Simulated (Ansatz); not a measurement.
**InH2F (SMILES [H][In]([H])[F]): BHLYP/STO-3G**

What is the vertical singlet–triplet gap of InH2F at BHLYP/STO-3G? 

The results are computed with Ansatz 0.2.0.

58 further runs of the same task are left out: 2 that didn't finish, 56 set aside as unsound or not needed.

**1. The molecule**

The species is InH2F (4 atoms), meant as a singlet with charge 0. SMILES: `[H][In]([H])[F]`. The shape comes from GFN2-xTB, which is rough for such elements, and wasn't checked as a minimum.

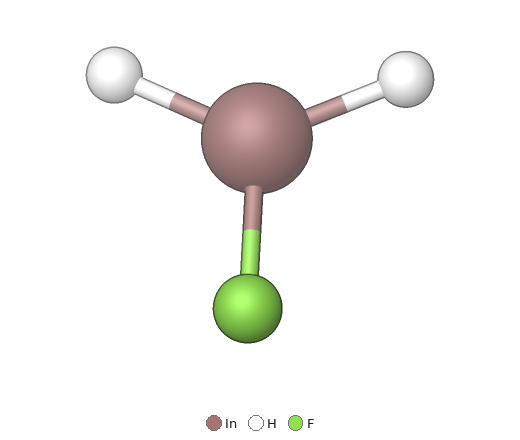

Viewed from a chosen angle; indium brown, hydrogen white, fluorine green.

**2. The energy at BHLYP/STO-3G**

molecule.yaml reads:

```yaml
crystal:
  periodic: [false, false, false]
  atoms:
    - {symbol: In, position_ang: [0.069180, 0.117330, -0.000190]}
    - {symbol: H, position_ang: [1.751200, -0.073770, 0.013580]}
    - {symbol: H, position_ang: [-0.891440, 1.509340, -0.018860]}
    - {symbol: F, position_ang: [-0.928940, -1.552910, 0.005460]}
basis:
  gaussian:
    orbitals: STO-3G
total_charge: 0
accuracy: high
hamiltonian:
  xc: {name: BHLYP}
```

Launch:

```
ansatz run molecule.yaml --threads 1 --pin off --max-ram 2610MiB --events-out events.jsonl --progress --plain --runs-dir runs
```

Standard output:

```text
Warning: RAYON_NUM_THREADS=1 ignored (pool sized by the plan → 1); use --threads N
Functional definition: BHLYP
  name "BHLYP"
  parameter a = 0.5
  exchange = (1 - a)*b88_x + a*exact_x
  correlation = lyp_c
623 factors; integrals over basis functions are off by at most 4.0e-9 eV
mean field evaluation 1: about -157404.7900 eV, gradient 1.8e1 eV
mean field evaluation 2: about -157402.7381 eV, gradient 3.4e1 eV
mean field evaluation 4: about -157406.7053 eV, gradient 3.0e-1 eV
mean field evaluation 8: about -157406.6833 eV, gradient 3.7e-3 eV
mean field evaluation 16: about -157406.6833 eV, gradient 1.0e-7 eV
mean field -157406.68327313 eV, -5784.5889162054 hartree, gradient 1.0e-8 eV, S^2 0.000000; 0 other end points of the search recorded, 0 dependent functions left out
reference -157406.68329013 eV, -5784.5889168301 hartree; 30, 30 occupied and 4, 4 virtual orbitals, 623 factors
Total energy: -157406.68329013 eV, -5784.5889168301 hartree
```

It took 1.6 s on 1 thread of Arm Neoverse V2, shared host; peak memory 0.11 GiB.

**3. The triplet**

in.yaml reads:

```yaml
crystal:
  periodic: [false, false, false]
  atoms:
    - {symbol: In, position_ang: [0.069180, 0.117330, -0.000190]}
    - {symbol: H, position_ang: [1.751200, -0.073770, 0.013580]}
    - {symbol: H, position_ang: [-0.891440, 1.509340, -0.018860]}
    - {symbol: F, position_ang: [-0.928940, -1.552910, 0.005460]}
basis:
  gaussian:
    orbitals: STO-3G
total_charge: 0
magnetization:
  spin_polarized: true
  initial_magnetization: 2
hamiltonian:
  xc: {name: BHLYP}
accuracy: high
```

Launch:

```
ansatz run in.yaml --threads 1 --pin off --max-ram 2610MiB --events-out events.jsonl --progress --plain --runs-dir runs
```

Standard output:

```text
Warning: RAYON_NUM_THREADS=1 ignored (pool sized by the plan → 1); use --threads N
[... 5 set-up lines as earlier in the session ...]
623 factors; integrals over basis functions are off by at most 4.0e-9 eV
mean field evaluation 1: about -157400.5832 eV, gradient 1.0e1 eV
mean field evaluation 2: about -157399.4767 eV, gradient 1.8e1 eV
mean field evaluation 4: about -157401.8256 eV, gradient 1.6e0 eV
mean field evaluation 8: about -157401.8780 eV, gradient 1.4e-1 eV
mean field evaluation 16: about -157401.8783 eV, gradient 5.0e-4 eV
mean field evaluation 32: about -157401.8783 eV, gradient 7.9e-8 eV
mean field -157401.87831224 eV, -5784.4123371498 hartree, gradient 7.9e-8 eV, S^2 2.002936; 4 other end points of the search recorded, 0 dependent functions left out
reference -157401.87832914 eV, -5784.4123377710 hartree; 31, 29 occupied and 3, 5 virtual orbitals, 623 factors
Total energy: -157401.87832914 eV, -5784.4123377710 hartree
```

Run time: 3.6 s. Hardware: 1 thread of Arm Neoverse V2, shared host; peak memory 0.17 GiB.

**4. Results**

Level: BHLYP/STO-3G.

| quantity | value |
| --- | --- |
| singlet: total energy | -5784.58892 Eh |
| triplet: total energy | -5784.41234 Eh |
| triplet: ⟨S²⟩ | 2.003 |
| vertical energy of the triplet above the singlet | 4.805 eV |

In words: At this shape the triplet lies 4.80 eV (464 kJ/mol) above the singlet. In a minimal basis such a difference can be off by several eV, whatever the method. Relativity is left out (singlet) although the molecule holds a heavy atom. Relativity is left out (triplet) although the molecule holds a heavy atom.
